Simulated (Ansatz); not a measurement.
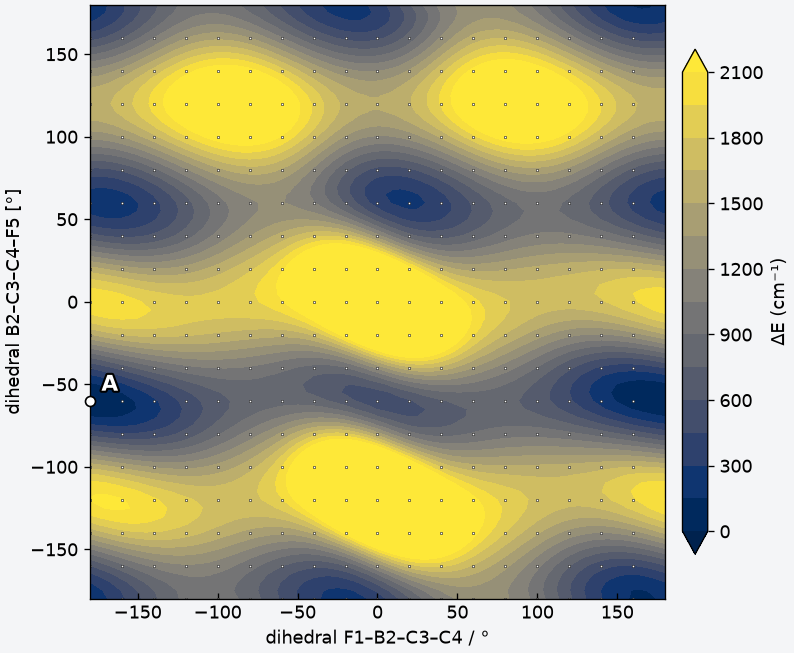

C2H4BF3, SMILES FBCC(F)F. Coordinates scanned: (1) dihedral F1–B2–C3–C4; (2) dihedral B2–C3–C4–F5. Nothing is relaxed (all other coordinates rigid). The scan uses an 18 × 18 grid. All energies are given in cm⁻¹ relative to the lowest grid point. Theory: Ansatz 0.2.0, RHF/def2-SVP.

In the figure: filled contours, dots at the grid points, one colour for all values above the top of the scale, the point A. Between grid points the surface is interpolated.

### What is the easiest way out of the well at A, and how high is the barrier?

The easiest path leads from the well at dihedral F1–B2–C3–C4 = −180°, dihedral B2–C3–C4–F5 = −60° to its copy one period on. Its highest point lies about 820 cm⁻¹ above the bottom of the first well on the interpolated surface, at about dihedral F1–B2–C3–C4 = −70°, dihedral B2–C3–C4–F5 = −55°. This is the barrier on the constrained surface; relaxing the other coordinates would change it. On the way the path dips through a shallower well, about 280 cm⁻¹ deep.

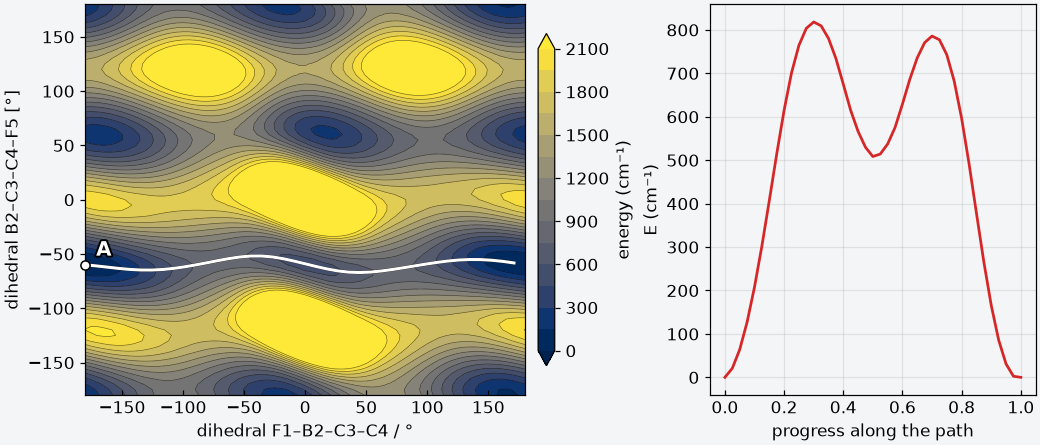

The picture shows filled contours, a line along the lowest path, one colour for all values above the top of the scale, the energy along the path at the right. Between grid points the surface is interpolated.
